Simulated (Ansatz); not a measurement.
# NiPt: magnetism under pressure and tension, part 2 of 2

At what volume does NiPt lose its moments? Methods of the runs shown: LAPW and crystal datasets. Companion runs by PAW are cited. Its runs: free moments (LAPW); volume scaled by 0.66 (LAPW); volume scaled by 0.66, no spin polarisation (LAPW); volume scaled by 0.8 (LAPW and crystal datasets); volume scaled by 0.8, no spin polarisation (LAPW); volume scaled by 0.86 (LAPW); volume scaled by 0.92 (LAPW); volume scaled by 1.04 (LAPW).

Ansatz 0.2.0; DFT LDA; a Materials Project cell. «Crystal datasets» are all-electron PAW datasets made for this crystal.

## (8) Volume scaled by 0.86, LAPW

Input file input.yaml:

```yaml
crystal:
  lattice:
    - [2.577067493, 0.0, 0.0]
    - [0.0, 2.577067493, 0.0]
    - [0.0, 0.0, 3.4028697507]
  atoms:
    - { symbol: Ni, position: [0.5, 0.5, 0.5], spin: 1.5 }
    - { symbol: Pt, position: [0.0, 0.0, 0.0], spin: 0.6 }
magnetization:
  spin_polarized: true
kpoints:
  mp_grid: { grid: [11, 11, 8] }
scf:
  occupations: { method: fermi_dirac, width: 0.1 }
hamiltonian:
  xc: lda
  pseudopotentials: { kind: all_electron, lapw: { basis_error: 0.001 } }
output:
  forces: true
  stress: true
  eigenvalues: false
  populations: true
```

On the command line:

```sh
> ansatz run input.yaml --threads 1 --pin off --max-ram 3072MiB --backend cpu --events-out ev --progress --plain --runs-dir out
```

The program printed, shortened:

```text
settings of this run that can trade accuracy for cost: output.eigenvalues: false. Do not mix this run's numbers with those of runs without the same settings; the input reference describes each key
Ni: projections on atomic orbitals take those of the free atom 1s2 2s2 2p6 3s2 3p6 3d8 4s2, of charge +0.00 (hamiltonian.pseudopotentials.projection_atoms)
Pt: projections on atomic orbitals take those of the free atom 1s2 2s2 2p6 3s2 3p6 3d10 4s2 4p6 4d10 4f14 5s2 5p6 5d9 6s1, of charge +0.00 (hamiltonian.pseudopotentials.projection_atoms)
LAPW: plane waves up to 9.279 Å⁻¹, error target 1.0e-3 eV per atom; small_component_spin mean_spin; Ni in spheres of 1.216 Å, 18 of its electrons in bands, Dirac shells []; Pt in spheres of 1.278 Å, 42 of its electrons in bands, Dirac shells []
[...]
Pseudopotentials: kind: all_electron
Pseudopotential: Ni, LAPW, valence charge 18, Koelling and Harmon's equation, gaussian nucleus
Pseudopotential: Pt, LAPW, valence charge 42, Koelling and Harmon's equation, gaussian nucleus
[...]
WARN: the starting moments were not kept: the SCF closed with an absolute magnetisation of 2.9e-6 μB, where they sum to 2.1 μB in size (2 sites). That is at most 0.1 of that sum. Measured as dr2_m measures the in/out step, that magnetisation stands 1.3e-12 eV from none, at or under the [...]
Absolute magnetization: 0.0000 μB (∫|ρ↑−ρ↓|)
Spin contamination: 0.0000 ħ² per cell (⟨S²⟩ above its minimum at these occupations)
Per-site moments (μB) at R_I (Å): [(-1.9925028524880872e-6, 1.2155575244816208), (-9.251574013546815e-7, 1.2775367139215372)]
Free energy (F): -541996.090171 eV
[...]
E sigma→0 (E₀):  -541996.042681 eV
Entropy (-TS):   -0.094981 eV (-47.490 meV/atom)
Fermi energy:    28.597247 eV
[...]
--- Forces (eV/Å), atoms counted from 1 ---
  atom   1  Ni     0.00000000    -0.00000000     0.00000000
  atom   2  Pt    -0.00000000     0.00000000     0.00000000
[...]
--- Stress (GPa, compression-positive) ---
       36.002609       0.000000       0.000000
        0.000000      36.002609       0.000000
        0.000000       0.000000      33.147265
  P = ⅓ Tr σ = 35.0508 GPa (350.508 kbar)
--- Löwdin populations: 2 sites ---
  site symbol       q [e]    m [muB]
     0     Ni     27.6739    -0.0000
     1     Pt     77.9603    -0.0000
  spilling = 0.003451 (of n_electrons = 106.000000)
settings of this run that can trade accuracy for cost: output.eigenvalues: false. Do not mix this run's numbers with those of runs without the same settings; the input reference describes each key
```

It took 1.7 min on 1 thread of Intel Xeon Platinum 8259CL at 2.50GHz (Skylake/Cascade Lake), shared host; peak memory 0.83 GiB.

Result: total moment 0.00 μB; site moments Ni1 0.00, Pt2 0.00 μB; pressure 35.05 GPa.

## (9) Volume scaled by 0.92, LAPW

Changes to input.yaml since step 8:

```diff
@@ -2,5 +2,5 @@
   lattice:
-    - [2.577067493, 0.0, 0.0]
-    - [0.0, 2.577067493, 0.0]
-    - [0.0, 0.0, 3.4028697507]
+    - [2.6356571635, 0.0, 0.0]
+    - [0.0, 2.6356571635, 0.0]
+    - [0.0, 0.0, 3.4802340486]
   atoms:
```

On the command line:

```sh
> ansatz run input.yaml --threads 1 --pin off --max-ram 3072MiB --backend cpu --events-out ev --progress --plain --runs-dir out
```

The program printed, shortened:

```text
settings of this run that can trade accuracy for cost: output.eigenvalues: false. Do not mix this run's numbers with those of runs without the same settings; the input reference describes each key
Ni: projections on atomic orbitals take those of the free atom 1s2 2s2 2p6 3s2 3p6 3d8 4s2, of charge +0.00 (hamiltonian.pseudopotentials.projection_atoms)
Pt: projections on atomic orbitals take those of the free atom 1s2 2s2 2p6 3s2 3p6 3d10 4s2 4p6 4d10 4f14 5s2 5p6 5d9 6s1, of charge +0.00 (hamiltonian.pseudopotentials.projection_atoms)
LAPW: plane waves up to 9.035 Å⁻¹, error target 1.0e-3 eV per atom; small_component_spin mean_spin; Ni in spheres of 1.244 Å, 18 of its electrons in bands, Dirac shells []; Pt in spheres of 1.306 Å, 42 of its electrons in bands, Dirac shells []
[...]
Pseudopotentials: kind: all_electron
Pseudopotential: Ni, LAPW, valence charge 18, Koelling and Harmon's equation, gaussian nucleus
Pseudopotential: Pt, LAPW, valence charge 42, Koelling and Harmon's equation, gaussian nucleus
[...]
WARN: the starting moments were not kept: the SCF closed with an absolute magnetisation of 3.1e-5 μB, where they sum to 2.1 μB in size (2 sites). That is at most 0.1 of that sum. Measured as dr2_m measures the in/out step, that magnetisation stands 1.3e-10 eV from none, at or under the [...]
Magnetization: 0.0000 μB (30.0000 up, 30.0000 down)
Absolute magnetization: 0.0000 μB (∫|ρ↑−ρ↓|)
Spin contamination: 0.0000 ħ² per cell (⟨S²⟩ above its minimum at these occupations)
Per-site moments (μB) at R_I (Å): [(2.025221294488233e-5, 1.2435252442387996), (9.197464869714622e-6, 1.3062495313556537)]
Free energy (F): -541996.299322 eV
[...]
E sigma→0 (E₀):  -541996.245362 eV
Entropy (-TS):   -0.107919 eV (-53.960 meV/atom)
Fermi energy:    26.287569 eV
[...]
--- Forces (eV/Å), atoms counted from 1 ---
  atom   1  Ni     0.00000000    -0.00000000     0.00000000
  atom   2  Pt    -0.00000000     0.00000000     0.00000000
[...]
--- Stress (GPa, compression-positive) ---
        9.382026       0.000000       0.000000
        0.000000       9.382026       0.000000
        0.000000       0.000000       8.589781
  P = ⅓ Tr σ = 9.1179 GPa (91.179 kbar)
--- Löwdin populations: 2 sites ---
  site symbol       q [e]    m [muB]
     0     Ni     27.6610     0.0000
     1     Pt     77.9764     0.0000
  spilling = 0.003421 (of n_electrons = 106.000000)
settings of this run that can trade accuracy for cost: output.eigenvalues: false. Do not mix this run's numbers with those of runs without the same settings; the input reference describes each key
```

Wall time 95 s (1 thread of Intel Xeon Platinum 8259CL at 2.50GHz (Skylake/Cascade Lake), shared host); peak memory 0.83 GiB.

In short: total moment 0.00 μB; site moments Ni1 0.00, Pt2 0.00 μB; pressure 9.12 GPa.

## (10) Volume scaled by 1.04, LAPW

Changes to input.yaml since step 9:

```diff
@@ -2,5 +2,5 @@
   lattice:
-    - [2.6356571635, 0.0, 0.0]
-    - [0.0, 2.6356571635, 0.0]
-    - [0.0, 0.0, 3.4802340486]
+    - [2.7456009862, 0.0, 0.0]
+    - [0.0, 2.7456009862, 0.0]
+    - [0.0, 0.0, 3.6254085579]
   atoms:
```

On the command line:

```sh
> ansatz run input.yaml --threads 1 --pin off --max-ram 3072MiB --backend cpu --events-out ev --progress --plain --runs-dir out
```

The program printed, shortened:

```text
settings of this run that can trade accuracy for cost: output.eigenvalues: false. Do not mix this run's numbers with those of runs without the same settings; the input reference describes each key
Ni: projections on atomic orbitals take those of the free atom 1s2 2s2 2p6 3s2 3p6 3d8 4s2, of charge +0.00 (hamiltonian.pseudopotentials.projection_atoms)
Pt: projections on atomic orbitals take those of the free atom 1s2 2s2 2p6 3s2 3p6 3d10 4s2 4p6 4d10 4f14 5s2 5p6 5d9 6s1, of charge +0.00 (hamiltonian.pseudopotentials.projection_atoms)
LAPW: plane waves up to 8.610 Å⁻¹, error target 1.0e-3 eV per atom; small_component_spin mean_spin; Ni in spheres of 1.296 Å, 18 of its electrons in bands, Dirac shells []; Pt in spheres of 1.361 Å, 42 of its electrons in bands, Dirac shells []
[...]
Pseudopotentials: kind: all_electron
[...]
Per-site moments (μB) at R_I (Å): [(0.5843328653518416, 1.295580436503025), (0.24614257193076838, 1.360555663243692)]
Free energy (F): -541996.157062 eV
[...]
E sigma→0 (E₀):  -541996.099313 eV
Entropy (-TS):   -0.115498 eV (-57.749 meV/atom)
Fermi energy:    22.499563 eV
[...]
--- Forces (eV/Å), atoms counted from 1 ---
  atom   1  Ni     0.00000000     0.00000000     0.00000000
  atom   2  Pt    -0.00000000    -0.00000000     0.00000000
[...]
--- Stress (GPa, compression-positive) ---
      -20.239420       0.000000       0.000000
        0.000000     -20.239420       0.000000
        0.000000       0.000000     -18.191348
  P = ⅓ Tr σ = -19.5567 GPa (-195.567 kbar)
--- Löwdin populations: 2 sites ---
  site symbol       q [e]    m [muB]
     0     Ni     27.6257     0.5765
     1     Pt     78.0228     0.2579
  spilling = 0.003316 (of n_electrons = 106.000000)
settings of this run that can trade accuracy for cost: output.eigenvalues: false. Do not mix this run's numbers with those of runs without the same settings; the input reference describes each key
```

Wall time 95 s (1 thread of Intel Xeon Platinum 8259CL at 2.50GHz (Skylake/Cascade Lake), shared host); peak memory 0.82 GiB.

Read from it: total moment 0.81 μB; site moments Ni1 0.58, Pt2 0.25 μB; pressure -19.56 GPa.

## (11) All runs together

Rows by PAW come from runs of the same series that aren't printed here.

| method | volume × | start | largest site moment (μB) | total moment (μB) | pressure (GPa) | gain by magnetism (meV/atom) |
| --- | --- | --- | --- | --- | --- | --- |
| LAPW | 0.66 | no spin | – | – | 250.5 | – |
| LAPW | 0.66 | moments | 0.00 | 0.00 | 250.5 | 0.0 |
| LAPW | 0.8 | no spin | – | – | 73.2 | – |
| LAPW | 0.8 | moments | 0.00 | 0.00 | 73.2 | 0.0 |
| LAPW | 0.86 | moments | 0.00 | 0.00 | 35.1 | – |
| LAPW | 0.92 | moments | 0.00 | 0.00 | 9.1 | – |
| LAPW | 1 | moments | 0.44 | 0.61 | -12.4 | – |
| LAPW | 1.04 | moments | 0.58 | 0.81 | -19.6 | – |
| PAW | 0.66 | no spin | – | – | 250.6 | – |
| PAW | 0.66 | moments | 0.00 | 0.00 | 250.6 | 0.0 |
| PAW | 0.66 | small moments | 0.00 | 0.00 | 250.6 | 0.0 |
| PAW | 0.74 | no spin | – | – | 129.6 | – |
| PAW | 0.74 | moments | 0.00 | 0.00 | 129.6 | 0.0 |
| PAW | 0.8 | no spin | – | – | 73.2 | – |
| PAW | 0.8 | moments | 0.00 | 0.00 | 73.2 | 0.0 |
| PAW | 0.8 | small moments | 0.00 | 0.00 | 73.2 | 0.0 |
| PAW | 0.86 | no spin | – | – | 35.1 | – |
| PAW | 0.86 | moments | 0.00 | 0.00 | 35.1 | 0.0 |
| PAW | 0.92 | no spin | – | – | 9.1 | – |
| PAW | 0.92 | moments | 0.00 | 0.00 | 9.1 | 0.0 |
| PAW | 0.96 | no spin | – | – | -3.4 | – |
| PAW | 0.96 | moments | 0.00 | 0.00 | -3.4 | 0.0 |
| PAW | 1 | no spin | – | – | -13.0 | – |
| PAW | 1 | moments | 0.44 | 0.62 | -12.4 | 1.0 |
| PAW | 1.04 | no spin | – | – | -20.4 | – |
| PAW | 1.04 | moments | 0.59 | 0.82 | -19.5 | 3.5 |
| PAW | 1.1 | no spin | – | – | -28.3 | – |
| PAW | 1.1 | moments | 0.71 | 0.97 | -27.3 | 8.2 |
| PAW | 1.25 | no spin | – | – | -37.6 | – |
| PAW | 1.25 | moments | 0.87 | 1.15 | -36.7 | 20.4 |
| crystal datasets | 0.8 | moments | 0.00 | 0.00 | 73.2 | – |

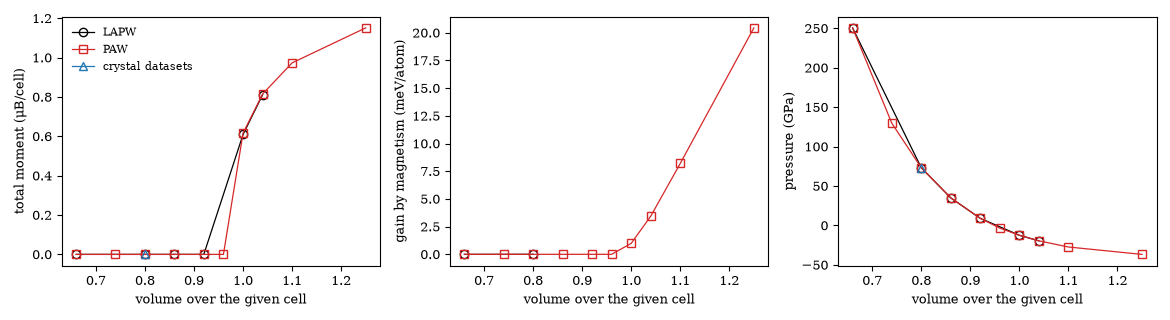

Moment, magnetic energy and pressure against volume.

## (12) Results

What follows sums up all 2 parts.

| quantity | value |
| --- | --- |
| total moment at 0.66 (PAW) | 0.00 μB |
| total moment at 1 (PAW) | 0.62 μB |
| total moment at 1.25 (PAW) | 1.15 μB |
| moments appear by | 1 of the volume |

What this shows: By PAW the total moment runs from 0.00 μB at 0.66 of the volume to 1.15 μB at 1.25. By PAW a moment holds from 1 of the volume on; compression widens the bands and works against it. At the given cell magnetism adds +0.6 GPa to the pressure. Other magnetic orders may lie lower; this is the state that the run reached. Spin-orbit coupling is left out, though the cell holds Pt; in elements this heavy it can shift bands and gaps by tenths of an eV. The k mesh (11×11×8) wasn't tested for convergence.
